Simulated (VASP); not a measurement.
## Tc: Tc into a neighbouring Tc vacancy

How hard is this move in Tc: Tc into a neighbouring Tc vacancy? Both ends are relaxed first, then a band of images between them. The start is a cell from a database of measured crystal structures.

Program: VASP 6.6.1. Level of theory: PBEsol; plane waves and PAW (Tc). Results are calculated unless marked as measured.

**1. The host crystal**

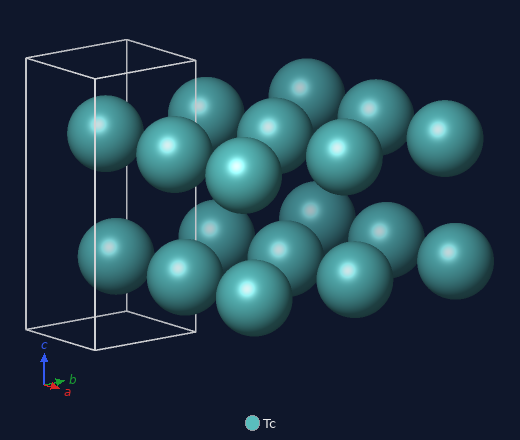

Start, viewed slightly off an axis; technetium teal. 3×3×1 cells are drawn.

Coordinates:

```xyz
2
Lattice="2.7400 0.0000 0.0000 -1.3700 2.3729 0.0000 0.0000 0.0000 4.3980" Properties=species:S:1:pos:R:3 pbc="T T T"
Tc    1.3700    0.7910    3.2985
Tc    0.0000    1.5819    1.0995
```

**2. Relax the host**

The later steps need the crystal at this functional's own lattice; a raised cutoff keeps the stress reliable while the cell changes.

Contents of INCAR:

```
SYSTEM = Tc
PREC = Accurate
ENCUT = 350
EDIFF = 1E-06
NELM = 120
ISMEAR = 1
SIGMA = 0.15
LREAL = .FALSE.
ALGO = Normal
GGA = PS
NBANDS = 13
LASPH = .TRUE.
LORBIT = 11
LWAVE = .FALSE.
LCHARG = .FALSE.
KPAR = 6
IBRION = 2
NSW = 40
ISIF = 3
EDIFFG = -0.02
POTIM = 0.4
```

Contents of POSCAR:

```
Tc
1.0
    2.7400000000      0.0000000000      0.0000000000
   -1.3700000000      2.3729096064      0.0000000000
    0.0000000000      0.0000000000      4.3980000000
Tc
2
Direct
    0.6666666667      0.3333333333      0.7500000000
    0.3333333333      0.6666666667      0.2500000000
```

Contents of KPOINTS:

```
Automatic mesh
0
Gamma
14 14 8
0 0 0
```

The projector-augmented-wave data sets are Tc (PBE family, release 64).

On the command line:

```bash
mpirun -np 6 vasp_std
```

Output:

```text
[banner, memory and clock lines left out]
running    6 mpi-ranks, on    1 nodes
 distrk:  each k-point on    1 cores,    6 groups
 distr:  one band on    1 cores,    1 groups

 POSCAR found type information on POSCAR Tc
 POSCAR found :  1 types and       2 ions
|                                                                             |
|           W    W    AA    RRRRR   N    N  II  N    N   GGGG   !!!           |
|           W    W   A  A   R    R  NN   N  II  NN   N  G    G  !!!           |
|           W    W  A    A  R    R  N N  N  II  N N  N  G       !!!           |
|           W WW W  AAAAAA  RRRRR   N  N N  II  N  N N  G  GGG   !            |
|           WW  WW  A    A  R   R   N   NN  II  N   NN  G    G                |
|           W    W  A    A  R    R  N    N  II  N    N   GGGG   !!!           |
|                                                                             |
|     For optimal performance we recommend to set                             |
|       NCORE = 2 up to number-of-cores-per-socket                            |
|     NCORE specifies how many cores store one orbital (NPAR=cpu/NCORE).      |
|     This setting can greatly improve the performance of VASP for DFT.       |
|     The default, NCORE=1 might be grossly inefficient on modern             |
|     multi-core architectures or massively parallel machines. Do your        |
|     Unfortunately you need to use the default for GW and RPA                |
|     calculations (for HF NCORE is supported but not extensively tested      |
|     yet).                                                                   |
|                                                                             |

|                                                                             |
|               ----> ADVICE to this user running VASP <----                  |
|                                                                             |
|     You enforced a specific xc type in the INCAR file but a different       |
|     [... a line on the potential file left out ...]
|     I HOPE YOU KNOW WHAT YOU ARE DOING!                                     |
|                                                                             |

 LDA part: xc-table for (Slater+PW92), standard interpolation
 POSCAR, INCAR and KPOINTS ok, starting setup
 FFT: planning ... GRIDC
 FFT: planning ... GRID_SOFT
 FFT: planning ... GRID
 WAVECAR not read
 entering main loop
       N       E                     dE             d eps       ncg     rms          rms(c)
DAV:   1     0.285682711506E+02    0.28568E+02   -0.52177E+03  3144   0.702E+02
DAV:   2    -0.231258638827E+02   -0.51694E+02   -0.46766E+02  3665   0.156E+02
DAV:   3    -0.242080519567E+02   -0.10822E+01   -0.10721E+01  3735   0.233E+01
DAV:   4    -0.242159238967E+02   -0.78719E-02   -0.78715E-02  3750   0.218E+00
DAV:   5    -0.242160627676E+02   -0.13887E-03   -0.13887E-03  3850   0.284E-01    0.244E+01
DAV:   6    -0.228522689506E+02    0.13638E+01   -0.18790E+00  3520   0.113E+01    0.802E+00
DAV:   7    -0.225819087625E+02    0.27036E+00   -0.56894E-01  3860   0.603E+00    0.335E-01
DAV:   8    -0.225675824245E+02    0.14326E-01   -0.71541E-03  3505   0.546E-01    0.146E-01
DAV:   9    -0.225652214227E+02    0.23610E-02   -0.10779E-03  3685   0.202E-01    0.316E-02
DAV:  10    -0.225652409850E+02   -0.19562E-04   -0.80812E-05  3828   0.719E-02    0.273E-02
DAV:  11    -0.225652345610E+02    0.64240E-05   -0.17769E-06  2928   0.117E-02    0.309E-03
DAV:  12    -0.225652335950E+02    0.96598E-06   -0.14958E-07  2000   0.311E-03
   1 F= -.22565234E+02 E0= -.22564839E+02  d E =-.225652E+02
 curvature:   0.00 expect dE= 0.000E+00 dE for cont linesearch  0.000E+00
 trial: gam= 0.00000 g(F)=  0.561E-49 g(S)=  0.169E+00 ort = 0.000E+00 (trialstep = 0.100E+01)
 search vector abs. value=  0.169E+00
 bond charge predicted
       N       E                     dE             d eps       ncg     rms          rms(c)
DAV:   1    -0.228326290424E+02   -0.26739E+00   -0.15114E+01  3350   0.356E+01    0.990E+00
DAV:   2    -0.224927511705E+02    0.33988E+00   -0.43956E-01  3455   0.563E+00    0.276E+00
DAV:   3    -0.224389395977E+02    0.53812E-01   -0.12213E-01  3555   0.288E+00    0.506E-01
DAV:   4    -0.224410254208E+02   -0.20858E-02   -0.48989E-03  3690   0.370E-01    0.424E-02
DAV:   5    -0.224414884109E+02   -0.46299E-03   -0.33005E-04  3856   0.121E-01    0.407E-02
DAV:   6    -0.224416588916E+02   -0.17048E-03   -0.13352E-04  3540   0.733E-02    0.201E-02
DAV:   7    -0.224416592454E+02   -0.35380E-06   -0.48766E-06  3775   0.171E-02
   2 F= -.22441659E+02 E0= -.22441577E+02  d E =0.123574E+00
[...]
3 F= -.22591849E+02 E0= -.22591505E+02  d E =-.266153E-01
[...]
4 F= -.22591865E+02 E0= -.22591523E+02  d E =-.266318E-01
[...]
5 F= -.22591857E+02 E0= -.22591517E+02  d E =-.266236E-01
[...]
6 F= -.22591908E+02 E0= -.22591521E+02  d E =-.505724E-04
[...]
7 F= -.22591930E+02 E0= -.22591558E+02  d E =-.726187E-04
[...]
8 F= -.22591938E+02 E0= -.22591547E+02  d E =-.857072E-05
 trial-energy change:   -0.000009  1 .order   -0.000007   -0.000064    0.000049
 step:   0.4548(harm=  0.4548)  dis= 0.00000  next Energy=   -22.591948 (dE=-0.181E-04)
 bond charge predicted
       N       E                     dE             d eps       ncg     rms          rms(c)
DAV:   1    -0.225919664273E+02   -0.28320E-04   -0.99418E-04  3265   0.242E-01    0.425E-02
DAV:   2    -0.225919522663E+02    0.14161E-04   -0.14816E-05  3650   0.316E-02    0.133E-02
DAV:   3    -0.225919490740E+02    0.31922E-05   -0.44389E-06  3450   0.160E-02    0.262E-03
DAV:   4    -0.225919488682E+02    0.20588E-06   -0.17949E-07  1590   0.302E-03
   9 F= -.22591949E+02 E0= -.22591566E+02  d E =-.190492E-04
 curvature:  -0.30 expect dE=-0.193E-07 dE for cont linesearch -0.123E-07
 trial: gam= 0.00000 g(F)=  0.215E-48 g(S)=  0.644E-07 ort =-0.208E-05 (trialstep = 0.734E+00)
 search vector abs. value=  0.645E-07
 reached required accuracy - stopping structural energy minimisation
```

It took 15 s on 6 MPI ranks of Intel Xeon 6975P-C (Granite Rapids), shared host; peak memory 0.95 GiB; 77 s of CPU time.

Lines that name or quote the potential files are left out of all logs, and their timing lines are given in words.

Parts of OUTCAR (step 2):

```text
ion  position               nearest neighbor table
   1  0.667  0.333  0.750-   2 2.71   2 2.71   2 2.71   2 2.71   2 2.71   2 2.71
   2  0.333  0.667  0.250-   1 2.71   1 2.71   1 2.71   1 2.71   1 2.71   1 2.71

  LATTYP: Found a hexagonal cell.
 ALAT       =     2.7400000000
 C/A-ratio  =     1.6051094891

 Subroutine GETGRP returns: Found 24 space group operations
 (whereof 12 operations were pure point group operations)

The static configuration has the point symmetry D_3d.
 The point group associated with its full space group is D_6h.

 Found    120 irreducible k-points:

   k-points           NKPTS =    120   k-points in BZ     NKDIM =    120   number of bands    NBANDS=     13

   dimension x,y,z NGX =    18 NGY =   18 NGZ =   28
   dimension x,y,z NGXF=    36 NGYF=   36 NGZF=   56

   ENCUT  =  350.0 eV  25.72 Ry    5.07 a.u.   4.18  4.18  6.71*2*pi/ulx,y,z

   NELECT =      14.0000    total number of electrons

 k-points in reciprocal lattice and weights: Automatic mesh
   0.00000000  0.00000000  0.00000000       0.001
   0.07142857  0.00000000  0.00000000       0.004
   0.14285714  0.00000000  0.00000000       0.004
   0.21428571  0.00000000  0.00000000       0.004
   0.28571429 -0.00000000  0.00000000       0.004
   0.35714286  0.00000000  0.00000000       0.004
   0.42857143  0.00000000  0.00000000       0.004
   0.50000000  0.00000000  0.00000000       0.002
   0.07142857  0.07142857  0.00000000       0.004
[...]
0.28571429  0.28571429  0.50000000       0.004
   0.35714286  0.28571429  0.50000000       0.004

 average (electrostatic) potential at core
       1 -63.9510       2 -63.9510

 E-fermi :  13.5385

 k-point     1 :       0.0000    0.0000    0.0000
  band No.  band energies     occupation
    ...
      5      12.0450      2.00000
      6      12.7074      2.00000
      7      12.7074      2.00000
      8      13.4229      1.96437
      9      13.4229      1.96437
     10      15.3170     -0.00000
     11      16.2357     -0.00000
     12      16.2357     -0.00000
     13      25.0723      0.00000

 k-point     2 :       0.0714    0.0000    0.0000
  band No.  band energies     occupation
    ...
      5      12.3909      2.00000
      6      12.6037      2.00000
      7      12.8668      2.00000
      8      13.1664      2.00253
      9      13.2847      2.03783
     10      14.2900     -0.00000
     11      16.3254     -0.00000
     12      17.5536      0.00000
     13      25.0495      0.00000

 k-point     3 :       0.1429    0.0000    0.0000
  band No.  band energies     occupation
    ...
      5      12.2960      2.00000
      6      12.6149      2.00000
      7      12.9068      2.00000
      8      12.9441      2.00000
      9      13.3335      2.06583
     10      13.5888      0.46604
     11      16.5293     -0.00000
     12      19.3426      0.00000
     13      24.9398      0.00000

  Total        0.0006623      0.0006623      0.0015682      0.0000000     -0.0000000      0.0000000
  in kB        0.0382592      0.0382592      0.0905943      0.0000000     -0.0000000      0.0000000
  external PRESSURE =       0.0557042 kB  Pullay stress =       0.0000000 kB

  energy-cutoff  :      350.00
  volume of cell :       27.73
      direct lattice vectors                 reciprocal lattice vectors
     2.715247300 -0.000000000  0.000000000     0.368290579  0.212632665 -0.000000000
    -1.357623650  2.351473139 -0.000000000     0.000000000  0.425265330 -0.000000000
    -0.000000000  0.000000000  4.343820792    -0.000000000  0.000000000  0.230212075

 POSITION                                       TOTAL-FORCE (eV/Angst)
 -----------------------------------------------------------------------------------
      1.35762      0.78382      3.25787         0.000000     -0.000000      0.000000
     -0.00000      1.56765      1.08596        -0.000000      0.000000      0.000000
 -----------------------------------------------------------------------------------
    total drift:                               -0.000000      0.000000     -0.000000

  FREE ENERGIE OF THE ION-ELECTRON SYSTEM (eV)
  ---------------------------------------------------
  free  energy   TOTEN  =       -22.5919488682 eV

  energy  without entropy=      -22.5908012662  energy(sigma->0) =      -22.59156633

 reached required accuracy - stopping structural energy minimisation

 total charge
# of ion       s       p       d       tot
------------------------------------------
    1        0.594   0.747   5.511   6.852
    2        0.594   0.747   5.511   6.852
--------------------------------------------------
tot          1.188   1.494  11.022  13.705

[... 3 further parts left out ...]
```

The PAW data sets were made with PBE, which is usual practice but a small mismatch for other functionals. The data set Tc keeps the semicore shell frozen, which is cheaper and a little less accurate. The run keeps the 24 symmetry operations of its start, so it cannot find a distortion of lower symmetry.

Relaxation path:

| step | energy less that of the first step (eV) | largest force (eV/Å) | pressure (GPa) | volume (Å³) |
| --- | --- | --- | --- | --- |
| 1 | 0.0000 | 0.0000 | -9.56 | 28.59 |
| 2 | 0.1236 | 0.0000 | 27.41 | 25.86 |
| 3 | -0.0266 | 0.0000 | -0.23 | 27.75 |
| 4 | -0.0266 | 0.0000 | 0.00 | 27.73 |
| 5 | -0.0266 | 0.0000 | 0.21 | 27.72 |
| 6 | -0.0267 | 0.0000 | -0.39 | 27.77 |
| 7 | -0.0267 | 0.0000 | -0.19 | 27.75 |
| 8 | -0.0267 | 0.0000 | 0.14 | 27.72 |
| 9 | -0.0267 | 0.0000 | 0.01 | 27.73 |

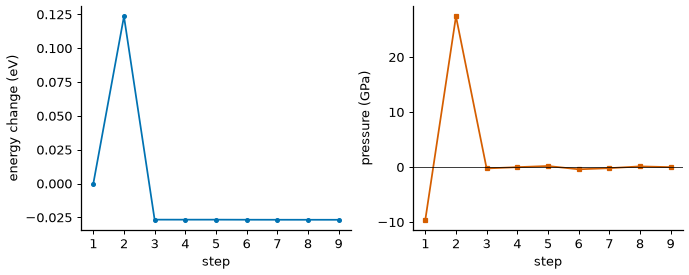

Energy and pressure along the relaxation.

| conventional cell, symmetrised | before | after | change |
| --- | --- | --- | --- |
| a (Å) | 2.740 | 2.715 | -0.9 % |
| b (Å) | 2.740 | 2.715 | -0.9 % |
| c (Å) | 4.398 | 4.344 | -1.2 % |
| volume (Å³/atom) | 14.30 | 13.87 | -3.0 % |

The relaxed structure:

```xyz
2
Lattice="2.7152 0.0000 0.0000 -1.3576 2.3515 0.0000 0.0000 0.0000 4.3438" Properties=species:S:1:pos:R:3 pbc="T T T"
Tc    1.3576    0.7838    3.2579
Tc    0.0000    1.5676    1.0860
```

This step gave:

```yaml
electronic_cycles: 51
electrons: 14
free_energy_toten: -22.59 eV
energy_at_zero_smearing: -22.59 eV
fermi_energy: 13.54 eV
metallic: yes
```

The run ended after 9 ionic steps, 0.027 eV below its first step, once forces and stress met EDIFFG = -0.02.

(Part 1 of 5 ends here.)

[Lines on the potential files, build, host, timing and source positions are cut from VASP's logs without a mark.]

[Logs are printed without paths, hosts, clocks, repeated set-up lines and the standing remarks that a program may print on its own settings, such as how far it seeks lower states.]

[Hosts, paths, dates, database ids (printed as entryN), source tags and the programs' standing remarks are cut or masked in the printed files.]

[Runs that stopped without an error message from VASP are left out.]
